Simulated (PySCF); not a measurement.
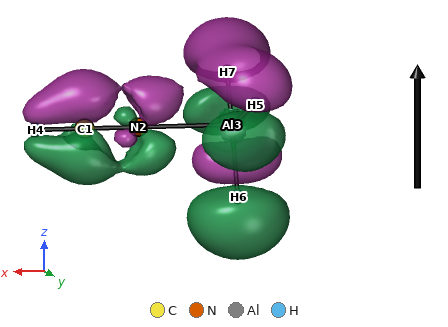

Figure 1: CH$_{4}$AlN, SMILES `C#[N+][AlH3-]`. Change of the electron density in a uniform field of 0.51 V/Å along +z (arrow), surfaces at ±0.003 e/Å³ (green: gain, purple: loss).

Method: LDA (SVWN)/6-311G**; geometry: GFN2-xTB; program: PySCF. No frequency check shows the geometry to be a minimum. A basis without diffuse functions makes polarisabilities too small.

The calculation's input:

```python
import numpy as np
from pyscf import gto, scf, dft
from pyscf.scf import atom_ks, atom_hf
from scipy.linalg import block_diag

def solve(mol, dm0=None, hcore=None):
    mf = (dft.UKS if mol.spin else dft.RKS)(mol, xc='svwn')
    mf.grids.level = 3
    mf = mf.density_fit(auxbasis='def2-universal-jkfit')
    mf.conv_tol, mf.max_cycle = 1e-8, 80
    if hcore is not None:
        mf.get_hcore = lambda *args: hcore
    mf.kernel(dm0)
    if not mf.converged:
        mf = mf.newton().run(mf.mo_coeff, mf.mo_occ, max_cycle=30)
    assert mf.converged, 'SCF not converged'
    return mf

mol = gto.M(atom='''
C      1.92125    -0.00033    -0.00013
N      0.78211     0.00091     0.00007
Al    -1.21595    -0.00021     0.00002
H      2.98130    -0.00154     0.00043
H     -1.39217     1.44092     0.58460
H     -1.39195    -0.21413    -1.54035
H     -1.39214    -1.22687     0.95544
''', basis='6-311g**', charge=0, spin=0, verbose=4)
field = np.array([-0.0, -0.0, -0.01])  # atomic units
mol.set_common_orig(mol.atom_charges() @ mol.atom_coords() / mol.atom_charges().sum())
mf = solve(mol)
out = dict(dm0=mf.make_rdm1(), d0=mf.dip_moment(unit='AU'), e0=mf.e_tot)
for name, sign in (('p', 1), ('m', -1)):
    h = mf.get_hcore() + sign * np.einsum('x,xij->ij', field, mol.intor('int1e_r'))
    mi = solve(mol, mf.make_rdm1(), h)
    out.update({'dm' + name: mi.make_rdm1(), 'd' + name: mi.dip_moment(unit='AU'), 'e' + name: mi.e_tot})
# spherically averaged free atoms, for the promolecule
atm = atom_ks.get_atm_nrks(mol, xc='svwn')
pro = block_diag(*[(atm[a[0]][2] * atm[a[0]][3]) @ atm[a[0]][2].T for a in mol._atom])
np.savez('result.npz', pro=pro, **out)
```

Run with:

```sh
OMP_NUM_THREADS=1 python input.py
```

The run took 17 s on 1 thread of Intel(R) Xeon(R) Platinum 8259CL CPU @ 2.50GHz (Skylake/Cascade Lake), on a shared host, peak memory 0.22 GiB.

Partitions, critical points and surface values were worked out afterwards from this run's density.

The field was applied in both directions; the picture shows the one opposite to the script's first.

### How large is the response?

The induced dipole is 1.06 D (along the field); α along this axis, from the fields in both directions, is 42 bohr³ (6.2 Å³).
